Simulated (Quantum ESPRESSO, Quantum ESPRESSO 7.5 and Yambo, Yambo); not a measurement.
# A GW chain in Yambo: WS2 (Tungstenite)

Wanted: ground state, empty states, screening and self-energy for WS2 (Tungstenite).

Method: PBE and many-body steps on it, plane waves, in Quantum ESPRESSO 7.5 and Yambo 5.3.0.

The database entry behind the starting cell differs from later determinations by our own check (an axis about 1.4 % long against later determinations), so it need not match the best structure at ambient conditions.

## (1) Set-up

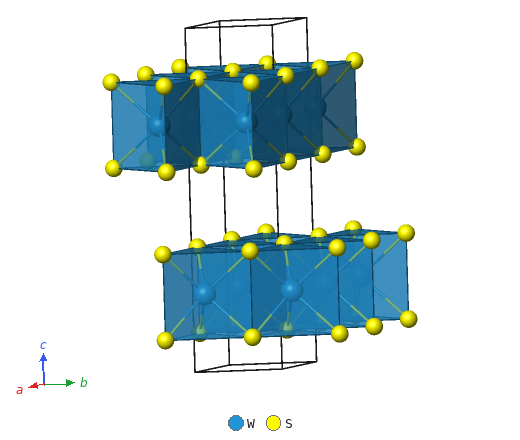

The cell as given, slightly off an axis (tungsten blue, sulfur yellow). 3×2×1 cells are drawn. Some periodic images of atoms are drawn too.

The cell and positions come from the Crystallography Open Database and are kept as given unless a step says otherwise. Spin-orbit coupling is left out unless a step names it.

## (2) Ground state

This step: Quantum ESPRESSO 7.5; DFT, PBE, plane waves, norm-conserving pseudopotentials.

The ground-state density comes first.

Contents of pw.in:

```
&control
  calculation = 'scf'
  prefix = 'x'
  outdir = 'o'
  pseudo_dir = 'pseudo'
  tprnfor = .true.
  tstress = .true.
/
&system
  ibrav = 0
  nat = 6
  ntyp = 2
  ecutwfc = 62.0
  nbnd = 33
  force_symmorphic = .true.
/
&electrons
  conv_thr = 1e-10
  electron_maxstep = 80
  mixing_beta = 0.5
/
ATOMIC_SPECIES
  W 183.84 W.upf
  S 32.06 S.upf
CELL_PARAMETERS angstrom
  3.1800000000 0.0000000000 0.0000000000
  -1.5900000000 2.7539607840 0.0000000000
  0.0000000000 0.0000000000 12.5000000000
ATOMIC_POSITIONS crystal
  W 0.3333333333 0.6666666667 0.2500000000
  W 0.6666666667 0.3333333333 0.7500000000
  S 0.3333333333 0.6666666667 0.6250000000
  S 0.6666666667 0.3333333333 0.1250000000
  S 0.3333333333 0.6666666667 0.8750000000
  S 0.6666666667 0.3333333333 0.3750000000
K_POINTS automatic
  6 6 2 0 0 0
```

Started as:

```sh
> OMP_NUM_THREADS=1 mpirun -n 8 pw.x -nk 8 -in pw.in > pw.out
```

The log of the run:

```text
Program PWSCF v.7.5 starts

     This program is part of the open-source Quantum ESPRESSO suite
     for quantum simulation of materials; please cite
         "P. Giannozzi et al., J. Phys.:Condens. Matter 21 395502 (2009);
         "P. Giannozzi et al., J. Phys.:Condens. Matter 29 465901 (2017);
         "P. Giannozzi et al., J. Chem. Phys. 152 154105 (2020);
     in publications or presentations arising from this work. More details at
     Message from routine setup:
     using ibrav=0 with symmetry is DISCOURAGED, use correct ibrav instead

     G-vector sticks info

     bravais-lattice index     =            0
     lattice parameter (alat)  =       6.0093  a.u.
     unit-cell volume          =     738.7398 (a.u.)^3
     number of atoms/cell      =            6
     number of atomic types    =            2
     number of electrons       =        52.00
     number of Kohn-Sham states=           33
     kinetic-energy cutoff     =      62.0000  Ry
     charge density cutoff     =     248.0000  Ry
     scf convergence threshold =      1.0E-10
     mixing beta               =       0.5000
     number of iterations used =            8  plain     mixing
     Exchange-correlation= PBE
                           (   1   4   3   4   0   0   0)

     celldm(1)=   6.009329  celldm(2)=   0.000000  celldm(3)=   0.000000
     celldm(4)=   0.000000  celldm(5)=   0.000000  celldm(6)=   0.000000

     crystal axes: (cart. coord. in units of alat)
               a(1) = (   1.000000   0.000000   0.000000 )
               a(2) = (  -0.500000   0.866025   0.000000 )
               a(3) = (   0.000000   0.000000   3.930818 )

     reciprocal axes: (cart. coord. in units 2 pi/alat)
               b(1) = (  1.000000  0.577350 -0.000000 )
               b(2) = (  0.000000  1.154701  0.000000 )
               b(3) = (  0.000000 -0.000000  0.254400 )
     Pseudo is Norm-conserving + core correction, Zval = 14.0
     Generated using ONCVPSP code by D. R. Hamann
     Using radial grid of 1396 points,  8 beta functions with:
     Pseudo is Norm-conserving + core correction, Zval =  6.0
     Generated using ONCVPSP code by D. R. Hamann
     Using radial grid of 1146 points,  6 beta functions with:
     W                14.00   183.84000     W ( 1.00)
     S                 6.00    32.06000     S ( 1.00)

     12 Sym. Ops., with inversion, found

   Cartesian axes

     site n.     atom                  positions (alat units)
         1        W      tau(   1) = (  -0.0000000   0.5773503   0.9827044  )
         2        W      tau(   2) = (   0.5000000   0.2886751   2.9481132  )
         3        S      tau(   3) = (  -0.0000000   0.5773503   2.4567610  )
         4        S      tau(   4) = (   0.5000000   0.2886751   0.4913522  )
         5        S      tau(   5) = (  -0.0000000   0.5773503   3.4394654  )
         6        S      tau(   6) = (   0.5000000   0.2886751   1.4740566  )

     number of k points=    14
                       cart. coord. in units 2pi/alat
        k(    1) = (   0.0000000   0.0000000   0.0000000), wk =   0.0277778
        k(    2) = (   0.0000000   0.0000000  -0.1272000), wk =   0.0277778
        k(    3) = (   0.0000000   0.1924501   0.0000000), wk =   0.1666667
        k(    4) = (   0.0000000   0.1924501  -0.1272000), wk =   0.1666667
        k(    5) = (   0.0000000   0.3849002   0.0000000), wk =   0.1666667
        k(    6) = (   0.0000000   0.3849002  -0.1272000), wk =   0.1666667
        k(    7) = (   0.0000000  -0.5773503   0.0000000), wk =   0.0833333
        k(    8) = (   0.0000000  -0.5773503  -0.1272000), wk =   0.0833333
        k(    9) = (   0.1666667   0.2886751   0.0000000), wk =   0.1666667
        k(   10) = (   0.1666667   0.2886751  -0.1272000), wk =   0.1666667
        k(   11) = (   0.1666667   0.4811252   0.0000000), wk =   0.3333333
        k(   12) = (   0.1666667   0.4811252  -0.1272000), wk =   0.3333333
        k(   13) = (   0.3333333   0.5773503   0.0000000), wk =   0.0555556
        k(   14) = (   0.3333333   0.5773503  -0.1272000), wk =   0.0555556

     Dense  grid:    48563 G-vectors     FFT dimensions: (  32,  32, 120)

     Initial potential from superposition of free atoms

     starting charge      51.9988, renormalised to      52.0000
     Starting wfcs are   36 randomized atomic wfcs

     per-process dynamical memory:    48.6 Mb

     Self-consistent Calculation

     iteration #  1     ecut=    62.00 Ry     beta= 0.50

     Threshold (ethr) on eigenvalues was too large:
     Diagonalizing with lowered threshold

     total energy              =    -392.02782739 Ry
     estimated scf accuracy    <       0.18479510 Ry

     iteration #  2     ecut=    62.00 Ry     beta= 0.50

     total energy              =    -392.04667834 Ry
     estimated scf accuracy    <       0.05120191 Ry

     iteration #  3     ecut=    62.00 Ry     beta= 0.50

     total energy              =    -392.05702431 Ry
     estimated scf accuracy    <       0.04914309 Ry

     iteration #  4     ecut=    62.00 Ry     beta= 0.50

     total energy              =    -392.06334700 Ry
     estimated scf accuracy    <       0.00141257 Ry

     iteration #  5     ecut=    62.00 Ry     beta= 0.50

     total energy              =    -392.06375146 Ry
     estimated scf accuracy    <       0.00234165 Ry

     iteration #  6     ecut=    62.00 Ry     beta= 0.50

     total energy              =    -392.06377300 Ry
     estimated scf accuracy    <       0.00076065 Ry

     iteration #  7     ecut=    62.00 Ry     beta= 0.50

     total energy              =    -392.06383816 Ry
     estimated scf accuracy    <       0.00003157 Ry

     iteration #  8     ecut=    62.00 Ry     beta= 0.50

     total energy              =    -392.06385240 Ry
     estimated scf accuracy    <       0.00001037 Ry

     iteration #  9     ecut=    62.00 Ry     beta= 0.50

     total energy              =    -392.06385218 Ry
     estimated scf accuracy    <       0.00000299 Ry

     iteration # 10     ecut=    62.00 Ry     beta= 0.50

     total energy              =    -392.06385240 Ry
     estimated scf accuracy    <       0.00000033 Ry

     iteration # 11     ecut=    62.00 Ry     beta= 0.50

     total energy              =    -392.06385247 Ry
     estimated scf accuracy    <          3.0E-09 Ry

     iteration # 12     ecut=    62.00 Ry     beta= 0.50

     total energy              =    -392.06385248 Ry
     estimated scf accuracy    <          2.6E-09 Ry

     iteration # 13     ecut=    62.00 Ry     beta= 0.50

     total energy              =    -392.06385248 Ry
     estimated scf accuracy    <          8.0E-10 Ry

     iteration # 14     ecut=    62.00 Ry     beta= 0.50

     total energy              =    -392.06385248 Ry
     estimated scf accuracy    <          2.3E-10 Ry

     iteration # 15     ecut=    62.00 Ry     beta= 0.50

     End of self-consistent calculation

          k = 0.0000 0.0000 0.0000 (  6137 PWs)   bands (ev):

   -63.3991 -63.3991 -27.6426 -27.6425 -27.4826 -27.4826 -27.4826 -27.4826
    -4.2733  -4.0891  -2.7023  -2.3474   3.7836   4.6960   7.6046   7.7319
     7.7319   7.7434   7.7434   8.9563   8.9563   8.9988   8.9988   9.6890
    10.1753  11.2627  13.5080  13.5080  13.5157  13.5157  13.6042  13.6042
    13.7554

          k = 0.0000 0.0000-0.1272 (  6096 PWs)   bands (ev):

   -63.3991 -63.3991 -27.6425 -27.6425 -27.4826 -27.4826 -27.4826 -27.4826
    -4.1894  -4.1894  -2.5193  -2.5193   4.1841   4.1841   7.7376   7.7376
     7.7376   7.7376   8.4655   8.4655   8.9775   8.9775   8.9775   8.9775
    10.9597  10.9597  13.5048  13.5048  13.5048  13.5048  13.6864  13.6864
    13.6864

          k = 0.0000 0.1925 0.0000 (  6135 PWs)   bands (ev):

   -63.3949 -63.3949 -27.6270 -27.6270 -27.5681 -27.5681 -27.5025 -27.5025
    -3.8305  -3.6484  -2.5208  -2.2083   4.2958   5.1912   6.7278   6.7785
     6.9621   7.7574   8.1436   8.1746   8.3505   8.4047   8.9445   9.7699
    10.0929  10.4557  12.8375  13.2590  13.3679  13.4506  13.4901  13.6517
    14.1689

          k = 0.0000 0.1925-0.1272 (  6126 PWs)   bands (ev):

     [... further k-points ...]

     highest occupied, lowest unoccupied level (ev):    11.2627   12.3126

!    total energy              =    -392.06385248 Ry
     estimated scf accuracy    <          1.5E-11 Ry

     The total energy is the sum of the following terms:
     one-electron contribution =    -172.81571780 Ry
     hartree contribution      =     106.88692290 Ry
     xc contribution           =     -91.83879003 Ry
     ewald contribution        =    -234.29626755 Ry

     convergence has been achieved in  15 iterations

     Forces acting on atoms (cartesian axes, Ry/au):

     atom    1 type  1   force =    -0.00000000   -0.00000000   -0.00000046
     atom    2 type  1   force =     0.00000000   -0.00000000    0.00000046
     atom    3 type  2   force =     0.00000000    0.00000000   -0.00551452
     atom    4 type  2   force =     0.00000000    0.00000000   -0.00551475
     atom    5 type  2   force =     0.00000000    0.00000000    0.00551475
     atom    6 type  2   force =     0.00000000    0.00000000    0.00551452

     Total force =     0.011029     Total SCF correction =     0.000015

     Computing stress (Cartesian axis) and pressure

          total   stress  (Ry/bohr**3)                   (kbar)     P=       22.33
   0.00010889  -0.00000000   0.00000000           16.02       -0.00        0.00
  -0.00000000   0.00010889   0.00000000           -0.00       16.02        0.00
   0.00000000   0.00000000   0.00023755            0.00        0.00       34.94

     XML data file, charge density, pseudopotentials, collected wavefunctions

=------------------------------------------------------------------------------=
   JOB DONE.
=------------------------------------------------------------------------------=
```

Wall time 20 s (8 MPI ranks of AMD EPYC 7R43, shared host); peak memory 0.8 GiB.

Numbers from this step:

```
total energy               : -5334.3005 eV
gap                        : 1.050 eV
k of the valence top       : 0, 0, 0
k of the conduction bottom : 0.1667, 0.1667, 0
least direct gap           : 1.737 eV
pressure                   : 2.233 GPa
```

The gap is indirect, with the least direct gap 0.69 eV higher.

## (3) Bands along the symmetry lines

Levels along a band path, at the cheap level, show where the edges lie and whether the meshes to come will hold them.

Contents of pw.in:

```
&control
  calculation = 'bands'
  prefix = 'x'
  outdir = 'o'
  pseudo_dir = 'pseudo'
/
&system
  ibrav = 0
  nat = 6
  ntyp = 2
  ecutwfc = 62.0
  nbnd = 32
  force_symmorphic = .true.
/
&electrons
  conv_thr = 1e-9
  electron_maxstep = 80
  diago_full_acc = .true.
  diago_thr_init = 5e-6
/
ATOMIC_SPECIES
  W 183.84 W.upf
  S 32.06 S.upf
CELL_PARAMETERS angstrom
  3.1800000000 0.0000000000 0.0000000000
  -1.5900000000 2.7539607840 0.0000000000
  0.0000000000 0.0000000000 12.5000000000
ATOMIC_POSITIONS crystal
  W 0.3333333333 0.6666666667 0.2500000000
  W 0.6666666667 0.3333333333 0.7500000000
  S 0.3333333333 0.6666666667 0.6250000000
  S 0.6666666667 0.3333333333 0.1250000000
  S 0.3333333333 0.6666666667 0.8750000000
  S 0.6666666667 0.3333333333 0.3750000000
K_POINTS crystal
  75
  0.00000000 0.00000000 0.00000000 1
  0.06250000 0.00000000 0.00000000 1
  0.12500000 0.00000000 0.00000000 1
  0.18750000 0.00000000 0.00000000 1
  0.25000000 0.00000000 0.00000000 1
  0.31250000 0.00000000 0.00000000 1
  0.37500000 0.00000000 0.00000000 1
  0.43750000 0.00000000 0.00000000 1
  0.50000000 0.00000000 0.00000000 1
  0.47916667 0.04166667 0.00000000 1
  0.45833333 0.08333333 0.00000000 1
  0.43750000 0.12500000 0.00000000 1
  0.41666666 0.16666666 0.00000000 1
  0.39583333 0.20833333 0.00000000 1
  0.37500000 0.25000000 0.00000000 1
  0.35416666 0.29166666 0.00000000 1
  0.33333333 0.33333333 0.00000000 1
  0.29166666 0.29166666 0.00000000 1
  0.25000000 0.25000000 0.00000000 1
  0.20833333 0.20833333 0.00000000 1
  0.16666666 0.16666666 0.00000000 1
  0.12500000 0.12500000 0.00000000 1
  0.08333333 0.08333333 0.00000000 1
  0.04166667 0.04166667 0.00000000 1
  0.00000000 0.00000000 0.00000000 1
  0.00000000 0.00000000 0.06250000 1
  0.00000000 0.00000000 0.12500000 1
  0.00000000 0.00000000 0.18750000 1
  0.00000000 0.00000000 0.25000000 1
  0.00000000 0.00000000 0.31250000 1
  0.00000000 0.00000000 0.37500000 1
  0.00000000 0.00000000 0.43750000 1
  0.00000000 0.00000000 0.50000000 1
  0.06250000 0.00000000 0.50000000 1
  0.12500000 0.00000000 0.50000000 1
  0.18750000 0.00000000 0.50000000 1
  0.25000000 0.00000000 0.50000000 1
  0.31250000 0.00000000 0.50000000 1
  0.37500000 0.00000000 0.50000000 1
  0.43750000 0.00000000 0.50000000 1
  0.50000000 0.00000000 0.50000000 1
  0.47916667 0.04166667 0.50000000 1
  0.45833333 0.08333333 0.50000000 1
  0.43750000 0.12500000 0.50000000 1
  0.41666666 0.16666666 0.50000000 1
  0.39583333 0.20833333 0.50000000 1
  0.37500000 0.25000000 0.50000000 1
  0.35416666 0.29166666 0.50000000 1
  0.33333333 0.33333333 0.50000000 1
  0.29166666 0.29166666 0.50000000 1
  0.25000000 0.25000000 0.50000000 1
  0.20833333 0.20833333 0.50000000 1
  0.16666666 0.16666666 0.50000000 1
  0.12500000 0.12500000 0.50000000 1
  0.08333333 0.08333333 0.50000000 1
  0.04166667 0.04166667 0.50000000 1
  0.00000000 0.00000000 0.50000000 1
  0.50000000 0.00000000 0.50000000 1
  0.50000000 0.00000000 0.43750000 1
  0.50000000 0.00000000 0.37500000 1
  0.50000000 0.00000000 0.31250000 1
  0.50000000 0.00000000 0.25000000 1
  0.50000000 0.00000000 0.18750000 1
  0.50000000 0.00000000 0.12500000 1
  0.50000000 0.00000000 0.06250000 1
  0.50000000 -0.00000000 0.00000000 1
  0.33333333 0.33333333 0.50000000 1
  0.33333333 0.33333333 0.43750000 1
  0.33333333 0.33333333 0.37500000 1
  0.33333333 0.33333333 0.31250000 1
  0.33333333 0.33333333 0.25000000 1
  0.33333333 0.33333333 0.18750000 1
  0.33333333 0.33333333 0.12500000 1
  0.33333333 0.33333333 0.06250000 1
  0.33333333 0.33333333 0.00000000 1
```

The log of the run:

```text
[banner, memory and clock lines left out]
Program PWSCF v.7.5 starts

     Atomic positions and unit cell read from directory:
     o/x.save/

     Message from routine setup:
     using ibrav=0 with symmetry is DISCOURAGED, use correct ibrav instead

     G-vector sticks info

     bravais-lattice index     =            0
     lattice parameter (alat)  =       6.0093  a.u.
     unit-cell volume          =     738.7398 (a.u.)^3
     number of atoms/cell      =            6
     number of atomic types    =            2
     number of electrons       =        52.00
     number of Kohn-Sham states=           32
     kinetic-energy cutoff     =      62.0000  Ry
     charge density cutoff     =     248.0000  Ry
     Exchange-correlation= PBE
                           (   1   4   3   4   0   0   0)

     celldm(1)=   6.009329  celldm(2)=   0.000000  celldm(3)=   0.000000
     celldm(4)=   0.000000  celldm(5)=   0.000000  celldm(6)=   0.000000

     crystal axes: (cart. coord. in units of alat)
               a(1) = (   1.000000   0.000000   0.000000 )
               a(2) = (  -0.500000   0.866025   0.000000 )
               a(3) = (   0.000000   0.000000   3.930818 )

     reciprocal axes: (cart. coord. in units 2 pi/alat)
               b(1) = (  1.000000  0.577350 -0.000000 )
               b(2) = (  0.000000  1.154701  0.000000 )
               b(3) = (  0.000000 -0.000000  0.254400 )
     Pseudo is Norm-conserving + core correction, Zval = 14.0
     Generated using ONCVPSP code by D. R. Hamann
     Using radial grid of 1396 points,  8 beta functions with:
     Pseudo is Norm-conserving + core correction, Zval =  6.0
     Generated using ONCVPSP code by D. R. Hamann
     Using radial grid of 1146 points,  6 beta functions with:
     W                14.00   183.84000     W ( 1.00)
     S                 6.00    32.06000     S ( 1.00)

     12 Sym. Ops., with inversion, found

   Cartesian axes

     site n.     atom                  positions (alat units)
         1        W      tau(   1) = (  -0.0000000   0.5773503   0.9827044  )
         2        W      tau(   2) = (   0.5000000   0.2886751   2.9481132  )
         3        S      tau(   3) = (  -0.0000000   0.5773503   2.4567610  )
         4        S      tau(   4) = (   0.5000000   0.2886751   0.4913522  )
         5        S      tau(   5) = (  -0.0000000   0.5773503   3.4394654  )
         6        S      tau(   6) = (   0.5000000   0.2886751   1.4740566  )

     number of k points=    75
                       cart. coord. in units 2pi/alat
        k(    1) = (   0.0000000   0.0000000   0.0000000), wk =   0.0266667
        k(    2) = (   0.0625000   0.0360844   0.0000000), wk =   0.0266667
        k(    3) = (   0.1250000   0.0721688   0.0000000), wk =   0.0266667
[...]
[... 63 further rows ...]
        k(   74) = (   0.3333333   0.5773503   0.0159000), wk =   0.0266667
        k(   75) = (   0.3333333   0.5773503   0.0000000), wk =   0.0266667

     Dense  grid:    48563 G-vectors     FFT dimensions: (  32,  32, 120)

     The potential is recalculated from file :
     o/x.save/charge-density

     Starting wfcs are   36 randomized atomic wfcs

     Band Structure Calculation

     End of band structure calculation

          k = 0.0000 0.0000 0.0000 (  6137 PWs)   bands (ev):

   -63.3991 -63.3991 -27.6426 -27.6425 -27.4826 -27.4826 -27.4826 -27.4826
    -4.2733  -4.0891  -2.7023  -2.3474   3.7836   4.6960   7.6046   7.7320
     7.7320   7.7435   7.7435   8.9563   8.9563   8.9988   8.9988   9.6891
[...]
k = 0.0625 0.0361 0.0000 (  6107 PWs)   bands (ev):

[...]
k = 0.1250 0.0722 0.0000 (  6127 PWs)   bands (ev):

[...]
k = 0.3333 0.5774 0.0159 (  6072 PWs)   bands (ev):

[...]
k = 0.3333 0.5774 0.0000 (  6066 PWs)   bands (ev):

[...]
6.0086   6.2130   6.7159   6.7159   7.2314   7.2314   8.3537   8.3537
    10.5338  10.7010  12.4378  12.4378  13.4505  14.5272  14.5892  14.5892

     XML data file, pseudopotentials, collected wavefunctions
```

Wall time 24 s (8 MPI ranks); peak memory 0.72 GiB.

Numbers from this step:

| Item | Value |
| --- | --- |
| gap | 1.050 eV |
| k of the valence top | 0, 0, 0 |
| k of the conduction bottom | 0.1667, 0.1667, 0 |
| least direct gap | 1.737 eV |

The gap is 1.050 eV, as in the run before at this level.

The electronic bands at the labelled points (eV, zero at the top of the highest filled band):

| point | band 23 | band 24 | band 25 | band 26 | band 27 | band 28 | band 29 | band 30 |
| --- | --- | --- | --- | --- | --- | --- | --- | --- |
| Γ | -2.26 | -1.57 | -1.09 | 0.00 | 2.25 | 2.25 | 2.25 | 2.25 |
| M | -2.02 | -1.86 | -1.67 | -1.50 | 2.21 | 2.24 | 2.56 | 2.78 |
| K | -2.91 | -2.91 | -0.73 | -0.56 | 1.18 | 1.18 | 2.19 | 3.26 |
| Γ | -2.26 | -1.57 | -1.09 | 0.00 | 2.25 | 2.25 | 2.25 | 2.25 |
| A | -2.29 | -2.29 | -0.30 | -0.30 | 2.24 | 2.24 | 2.24 | 2.24 |
| L | -1.94 | -1.94 | -1.57 | -1.57 | 2.22 | 2.22 | 2.69 | 2.69 |
| H | -3.04 | -3.04 | -0.65 | -0.65 | 1.18 | 1.18 | 2.65 | 2.65 |
| A | -2.29 | -2.29 | -0.30 | -0.30 | 2.24 | 2.24 | 2.24 | 2.24 |
| jump to L | -1.94 | -1.94 | -1.57 | -1.57 | 2.22 | 2.22 | 2.69 | 2.69 |
| M | -2.02 | -1.86 | -1.67 | -1.50 | 2.21 | 2.24 | 2.56 | 2.78 |
| jump to H | -3.04 | -3.04 | -0.65 | -0.65 | 1.18 | 1.18 | 2.65 | 2.65 |
| K | -2.91 | -2.91 | -0.73 | -0.56 | 1.18 | 1.18 | 2.19 | 3.26 |

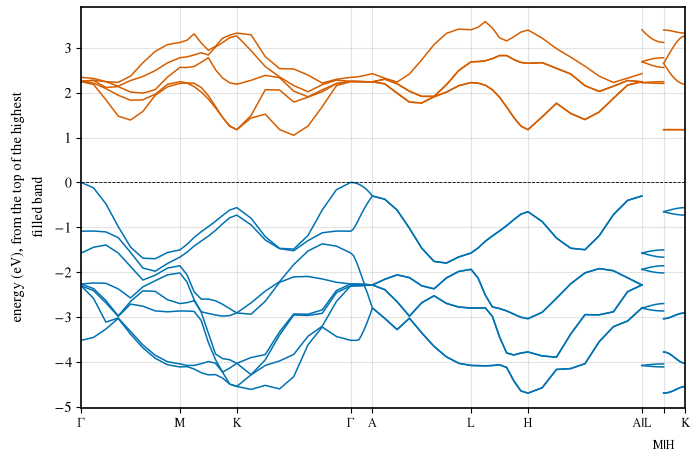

Electronic bands along the path; lines of filled and empty bands in two colours.

[end of part 1 of 3]

[Paths, hosts, dates, memory and timing lines, banners, echoed tables and standing remarks are left out of the program output.]

[Logs are printed without paths, hosts, clocks, repeated set-up lines and the standing remarks that a program may print on its own settings, such as how far it seeks lower states.]

[Runs of the session that timed out or met a known fault of the program may be left out.]

[Hosts, paths, dates, database ids (printed as entryN), source tags and the programs' standing remarks are cut or masked in the printed files.]
